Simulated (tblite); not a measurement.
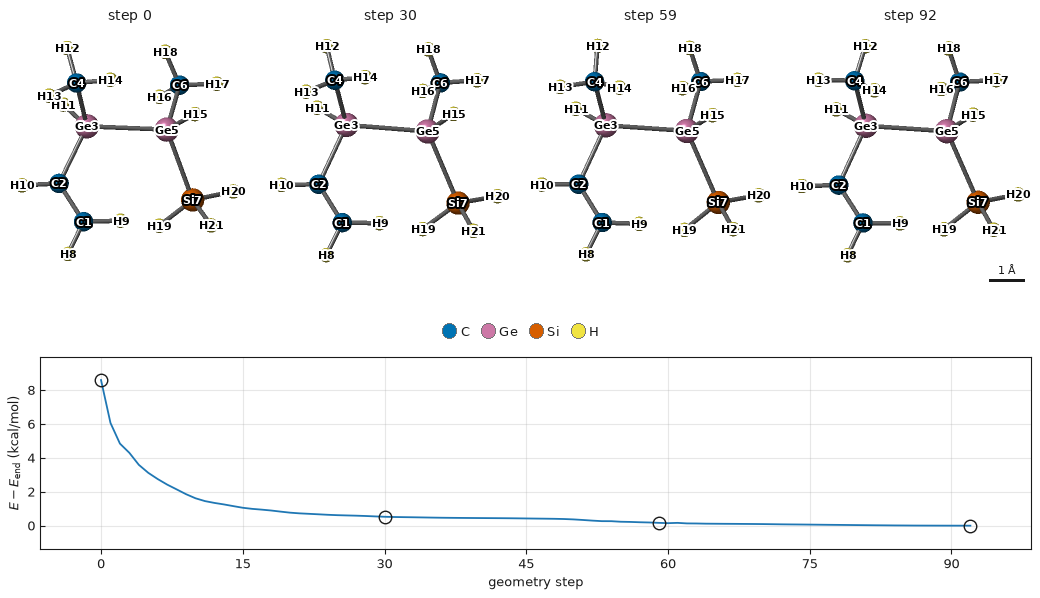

Frames of a relaxation of C₄H₁₄Ge₂Si, marked on the history of the run. The picture is a ball-and-stick view, seen at a tilt.

Level of theory: GFN2-xTB geometry optimisation, gas phase in tblite 0.8.0. 

Question: Describe the path.

Answer: The energy falls by 8.59 kcal/mol in 92 geometry steps. The largest move after the best rigid fit is that of H14, 0.67 Å. Largest moves by element: H 0.67 Å, Si 0.19 Å, Ge 0.16 Å, C 0.11 Å. Among the contacts that change: Ge3–Ge5 2.358 → 2.435 Å, Ge5–Si7 2.300 → 2.354 Å, C2–Ge3 1.912 → 1.964 Å, C4–H12 1.125 → 1.087 Å. Among the angles between lasting bonds that change: C2–Ge3–H11 112.5° → 104.9°, Ge3–Ge5–H15 110.7° → 104.3°, Ge3–Ge5–Si7 114.5° → 120.2°. Groups turn about Ge3–C4 by about 40°. From step 0 to 30: H11 moves most (0.25 Å), energy −8.07 kcal/mol. From step 30 to 59: H14 moves most (0.37 Å), energy −0.36 kcal/mol. From step 59 to 92: H13 moves most (0.26 Å), energy −0.17 kcal/mol.

```csv
step,"E − E(0), kcal/mol"
0,0.00
1,-2.53
2,-3.75
3,-4.30
4,-5.00
5,-5.47
6,-5.84
7,-6.17
8,-6.45
9,-6.74
10,-6.98
14,-7.44
19,-7.76
23,-7.92
27,-8.00
32,-8.09
36,-8.12
40,-8.14
45,-8.17
49,-8.20
53,-8.33
57,-8.39
62,-8.46
66,-8.48
70,-8.50
75,-8.53
79,-8.55
83,-8.57
88,-8.59
92,-8.59
```
